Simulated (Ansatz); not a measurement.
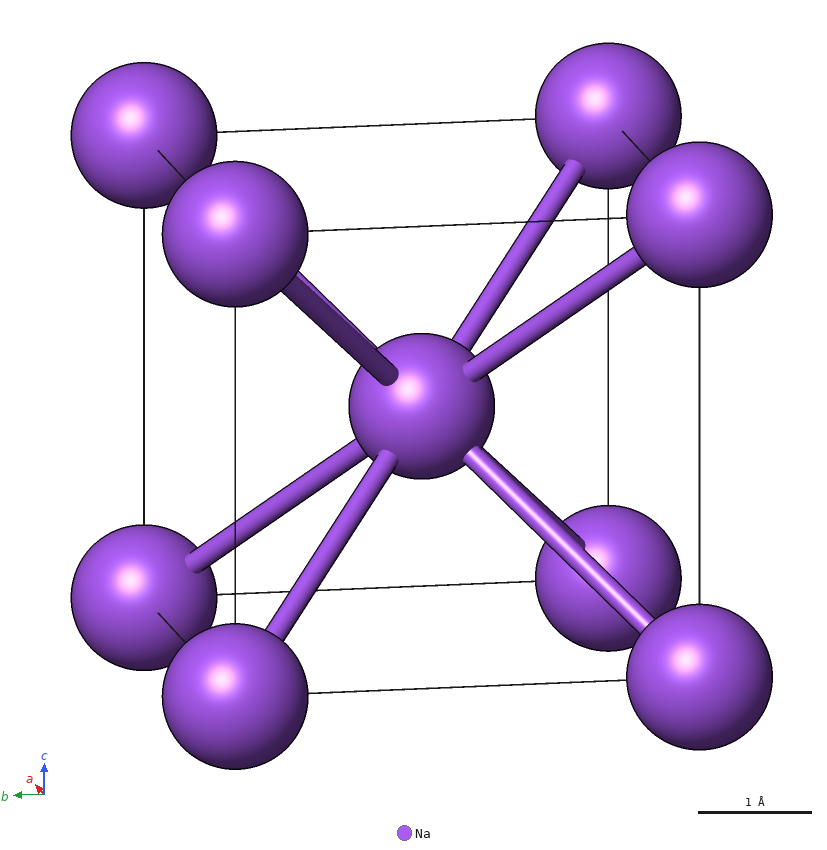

The image is a ball-and-stick drawing of a crystal, viewed from a general direction. Thin lines show the conventional unit cell, with boundary atoms drawn in all their periodic places.

The bonds drawn are Na–Na up to 4.05 Å (cut-off distances).

> How many atoms are there in one cell?

2 (sodium), counting shared atoms by their share.

> Lattice type?

Body-centred cubic.

> Name the structure type.

Body-centred cubic (W type).

> Describe the coordination of Na.

Each Na has eight Na in a cubic arrangement at about 3.6 Å.

> What kind of network do the bonds form?

The bonds build a three-dimensional framework.

Provenance: the standard structure of this element. Earlier steps of the study may have refined or changed the cell and positions. An electronic-structure calculation with Ansatz was run on it.
